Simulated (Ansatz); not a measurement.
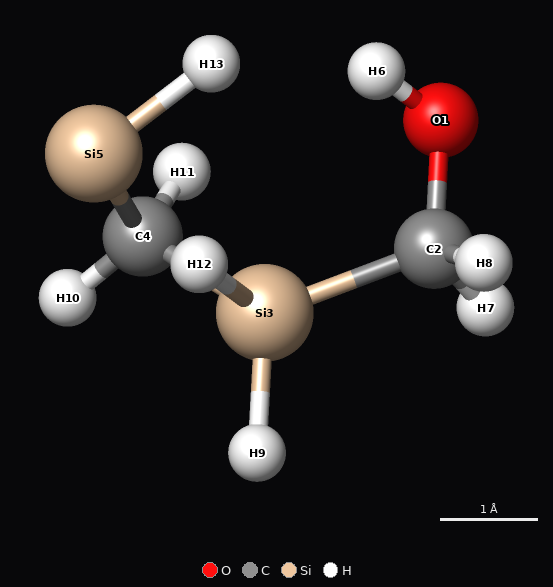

*The structure as given in the input (ball-and-stick view, seen at a tilt; atoms are numbered from 1 in the order of the input).*

Bond lengths as drawn: C–H 1.09 to 1.10 Å, C–O 1.41 Å, C–Si 1.82 to 1.96 Å, H–O 0.97 Å and H–Si 1.48 to 1.64 Å.

**Single-point calculation, with input and output: C$_{2}$H$_{8}$OSi$_{2}$**

- system: C$_{2}$H$_{8}$OSi$_{2}$
- method: RHF-MP2, frozen core/def2-QZVPP (Ansatz 0.2.0)

The geometry comes from this level: PBE0-D4/def2-TZVP.

The program's output:
```
Functional definition: HF
  name "HF"
  cite "Fock, Z. Phys. 61, 126 (1930) doi:10.1007/BF01340294"
  parent pbe
  exchange = exact_x
  correlation = 0
3260 factors; integrals over basis functions are off by at most 9.8e-4 eV
mean field evaluation 1: about -19944.9486 eV, gradient 4.4e1 eV
mean field evaluation 2: about -19945.1049 eV, gradient 4.4e1 eV
mean field evaluation 4: about -19950.0337 eV, gradient 4.7e0 eV
mean field evaluation 8: about -19950.1404 eV, gradient 4.4e-1 eV
mean field -19950.14209569 eV, -733.1541993245 hartree, gradient 7.4e-6 eV, S^2 0.000000; 0 other end points of the search recorded, 0 dependent functions left out
13 core orbitals not correlated: weight in the atoms' cores, before any rotation towards them, 1.000 or more for the frozen orbitals, at most 0.000 for the correlated occupied ones
reference -19950.14209569 eV, -733.1541993245 hartree; 15, 15 occupied and 523, 523 virtual orbitals, 3260 factors
second order -24.37343870 eV of doubles, -0.00000000 eV of singles
Total energy: -19974.51553439 eV, -734.0499066759 hartree
```

This output came from the following input.

The input:
```yaml
crystal:
  periodic: [false, false, false]
  atoms:
    - {symbol: O, position_ang: [-1.130033, 0.397127, 1.665758]}
    - {symbol: C, position_ang: [-0.385939, 1.299583, 0.880227]}
    - {symbol: Si, position_ang: [0.403701, 0.506044, -0.638405]}
    - {symbol: C, position_ang: [-0.363912, -1.016088, -1.287762]}
    - {symbol: Si, position_ang: [1.144133, -1.882401, -0.387070]}
    - {symbol: H, position_ang: [-0.610652, -0.410686, 1.771439]}
    - {symbol: H, position_ang: [-1.082620, 2.065797, 0.522279]}
    - {symbol: H, position_ang: [0.379679, 1.828401, 1.466346]}
    - {symbol: H, position_ang: [1.018766, 1.476009, -1.578079]}
    - {symbol: H, position_ang: [-0.354697, -1.156568, -2.365592]}
    - {symbol: H, position_ang: [-1.338409, -1.234866, -0.855818]}
    - {symbol: H, position_ang: [1.785547, -0.252249, -0.195356]}
    - {symbol: H, position_ang: [0.554835, -1.655001, 1.016734]}
basis:
  gaussian: {orbitals: "def2-QZVPP.json"}
correlation: {method: mp2}
```

Launch command:
```bash
ansatz run in.yaml --threads 4 --pin off --events-out ev --progress --plain --max-ram 10444MiB
```

Results in brief:

- outcome: converged
- total energy: −19974.5155 eV
- mean-field energy: −19950.1421 eV
- SCF solution under orbital rotations: stable
- hardware: 4 threads of Arm Neoverse V1, 23 GiB of memory available, shared host
- wall time: 34 s (CPU time 2.2 min)
- peak memory: 4.4 GiB
